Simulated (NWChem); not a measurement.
**SiHClOF (SMILES O[Si](F)Cl) at 6 levels**

We compute a comparison of 6 runs (UMP2/STO-3G, UMP2/3-21G, UMP2/6-31G, UMP2/6-31G*, UMP2/6-31G**, UMP2/6-311G**) of SiHClOF. 

The results are computed with NWChem 7.3.0.

### 1 The structure to begin with

SiHClOF: 5 atoms, total charge 0, spin state doublet. As SMILES, `O[Si](F)Cl`. The coordinates come from a PBE0-D4/def2-TZVP relaxation. This is one conformer, not always the lowest.

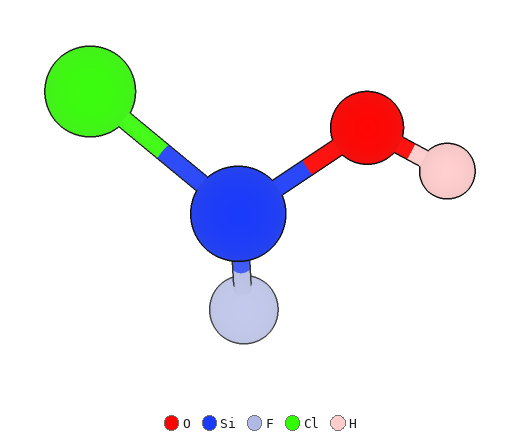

Viewed from a chosen angle; oxygen red, silicon blue, fluorine light blue, chlorine green, hydrogen pink.

### 2 Energy and gradient at UMP2/STO-3G (run 1)

test.nw

```
start test
memory 2200 mb

geometry noautosym nocenter noautoz
 O    -0.003500    1.141300   -0.013500
 Si    0.078300   -0.426700    0.425700
 F     0.979500   -1.232100   -0.616800
 Cl   -1.825100   -1.157700    0.353200
 H     0.820600    1.601600   -0.189800
end

basis spherical bse
 * library STO-3G
end

scf
 nopen 1
 uhf
 thresh 1e-08
 maxiter 80
 print low
end

mp2
 freeze core 12
 tight
end

task mp2 gradient
```

Command:

```sh
$ nwchem test.nw > test.out
```

Standard output:

```text
[...]
  functions       =    29
[...]
  wavefunction    = UHF
[...]
         Total SCF energy =   -912.689635995892
      One electron energy =  -1704.835520776861
      Two electron energy =    574.534618544345
 Nuclear repulsion energy =    217.611266236624
                       Sz =      0.5000
                 Sz(Sz+1) =      0.7500
                      S^2 =      0.7567
[...]
          Total MP2 energy          -912.769969191782
[...]
                         mp2 ENERGY GRADIENTS
    atom               coordinates                        gradient
                 x          y          z           x          y          z
   1 O      -0.006614   2.156744  -0.025511    0.063562  -0.010800   0.006050
   2 Si      0.147966  -0.806346   0.804456   -0.040360   0.003917  -0.038917
   3 F       1.850987  -2.328331  -1.165583   -0.009288   0.009328   0.019763
   4 Cl     -3.448939  -2.187736   0.667451    0.035590   0.010112   0.006572
   5 H       1.550709   3.026585  -0.358670   -0.049504  -0.012557   0.006532
[...]
```

Wall time 3.3 s (1 thread of Intel Xeon 6975P-C (Granite Rapids), shared host); peak memory 0.1 GiB.

### 3 Energy and gradient at UMP2/3-21G (run 2)

sp.xyz

```xyz
5

O     -0.003500     1.141300    -0.013500
Si     0.078300    -0.426700     0.425700
F      0.979500    -1.232100    -0.616800
Cl    -1.825100    -1.157700     0.353200
H      0.820600     1.601600    -0.189800
```

sp.nw

```
start sp
memory total 2200 mb
geometry units angstroms noautosym nocenter noautoz
   load sp.xyz
end
basis spherical bse
   * library 3-21G
end
scf
   nopen 1
   uhf
   thresh 1e-08
   maxiter 80
   noprint "final vectors analysis"
end
mp2
   freeze core 12
   tight
end
task mp2 gradient
```

Command:

```sh
$ nwchem sp.nw > sp.out
```

Standard output:

```text
[...]
  functions       =    46
[...]
  wavefunction    = UHF
[...]
         Total SCF energy =   -918.728070516237
      One electron energy =  -1707.383482879809
      Two electron energy =    571.044146126948
 Nuclear repulsion energy =    217.611266236624
                       Sz =      0.5000
                 Sz(Sz+1) =      0.7500
                      S^2 =      0.7540
[...]
          Total MP2 energy          -919.044816222375
[...]
                         mp2 ENERGY GRADIENTS
    atom               coordinates                        gradient
                 x          y          z           x          y          z
   1 O      -0.006614   2.156744  -0.025511    0.011812  -0.019065   0.006065
   2 Si      0.147966  -0.806346   0.804456   -0.018301   0.002900  -0.038838
   3 F       1.850987  -2.328331  -1.165583   -0.024927   0.019228   0.026682
   4 Cl     -3.448939  -2.187736   0.667451    0.048430   0.018116   0.000118
   5 H       1.550709   3.026585  -0.358670   -0.017014  -0.021179   0.005973
[...]
```

Run time: 4.2 s. Hardware: 1 thread of Intel Xeon 6975P-C (Granite Rapids), shared host; peak memory 0.11 GiB.

Runs 3 to 5 aren't shown in full; the table further down has their settings and results.

### 4 Energy and forces at UMP2/6-311G(d,p) (run 6)

calc.nw

```
start calc
title "ClFHOSi gradient"
memory stack 880 mb heap 220 mb global 1100 mb
geometry units au noautosym nocenter noautoz
   O     -0.00661404     2.15674443    -0.02551130
   Si     0.14796556    -0.80634614     0.80445641
   F      1.85098674    -2.32833156    -1.16558307
   Cl    -3.44893915    -2.18773593     0.66745127
   H      1.55070926     3.02658536    -0.35867002
end
basis spherical bse
   * library 6-311G**
end
scf
   doublet
   uhf
   thresh 1e-08
   maxiter 80
   print low
end
mp2
   freeze core 12
   tight
end
task mp2 gradient
```

Command:

```sh
$ nwchem calc.nw > calc.out
```

Standard output:

```text
[...]
  functions       =    94
[...]
  wavefunction    = UHF
[...]
         Total SCF energy =   -923.493952720908
      One electron energy =  -1713.296979745204
      Two electron energy =    572.191776479540
 Nuclear repulsion energy =    217.611250544756
                       Sz =      0.5000
                 Sz(Sz+1) =      0.7500
                      S^2 =      0.7536
[...]
          Total MP2 energy          -924.106212070312
[...]
                         mp2 ENERGY GRADIENTS
    atom               coordinates                        gradient
                 x          y          z           x          y          z
   1 O      -0.006614   2.156744  -0.025511   -0.000312  -0.006432   0.001795
   2 Si      0.147966  -0.806346   0.804456    0.004578  -0.000184  -0.008661
   3 F       1.850987  -2.328332  -1.165583   -0.005444   0.005794   0.006865
   4 Cl     -3.448939  -2.187736   0.667451   -0.000163  -0.000142   0.000393
   5 H       1.550709   3.026585  -0.358670    0.001340   0.000963  -0.000393
[...]
```

Wall time 34 s (1 thread of Intel Xeon 6975P-C (Granite Rapids), shared host); peak memory 0.31 GiB.

### 5 Overview of the runs

| run | level | energy (Eh) | dipole moment (D) | correlation energy (mEh) | ⟨S²⟩ | wall time |
| --- | --- | --- | --- | --- | --- | --- |
| 1 | UMP2/STO-3G | -912.769969 | 3.87 | -80.3 | 0.757 | 3.3 s |
| 2 | UMP2/3-21G | -919.044816 | 3.66 | -316.7 | 0.754 | 4.2 s |
| 3 | UMP2/6-31G | -923.570533 | 3.34 | -325.3 | 0.754 | 14 s |
| 4 | UMP2/6-31G* (spherical functions) | -923.933373 | 2.72 | -540.9 | 0.754 | 25 s |
| 5 | UMP2/6-31G** (spherical functions) | -923.945634 | 2.67 | -545.6 | 0.754 | 27 s |
| 6 | UMP2/6-311G** | -924.106212 | 2.67 | -612.3 | 0.754 | 34 s |

### 6 Outcome

| quantity | value |
| --- | --- |
| run 6: total energy | -924.10621 Eh |
| run 6: dipole moment (of the density that the program reports) | 2.67 D |
| run 6: correlation energy (12 core orbitals frozen) | -612.3 mEh |
| run 6: ⟨S²⟩ of the reference determinant | 0.754 |
| run 6: largest force on an atom | 0.540 eV/Å |

**Reading.** The dipole moment (its size) runs from 2.67 D (UMP2/6-311G**) to 3.87 D (UMP2/STO-3G). In run 1 the basis is minimal, so the values are rough. All runs together took 1.8 min, the longest 34 s.
